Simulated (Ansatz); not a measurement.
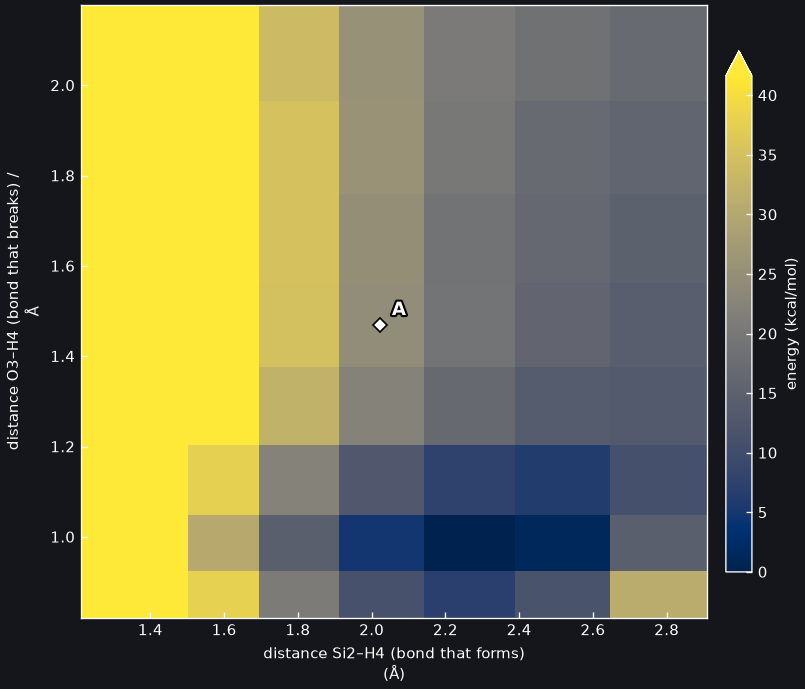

The reacting system ClGaH₄OSi (fragments ClGa + H₄OSi where the first distance is long, ClGaH₄OSi where the second is long). Coordinates scanned: (1) distance Si2–H4 (bond that forms); (2) distance O3–H4 (bond that breaks). Relaxed at each point: all other coordinates. The scan uses an 8 × 8 grid. Points are written as (first, second). Energies: kcal/mol, counted from the lowest grid point. Energies and slopes of some neighbouring points disagree (a jump in structure or state, or too coarse a mesh). The reference is spin-restricted, so regions where a bond is pulled apart into radicals lie too high. Level of theory: RKS PBE0-D4/def2-SVP (Ansatz 0.2.0).

In the figure: one coloured cell a grid point, one colour for all values above the top of the scale, the point A.

Is A at rest? If not, where is it pushed?

A, at (2.023 Å, 1.469 Å), is not a stationary point. The computed force is 33 kcal/mol for each Å towards larger values of the first coordinate and 3.4 kcal/mol for each Å towards smaller values of the second coordinate.
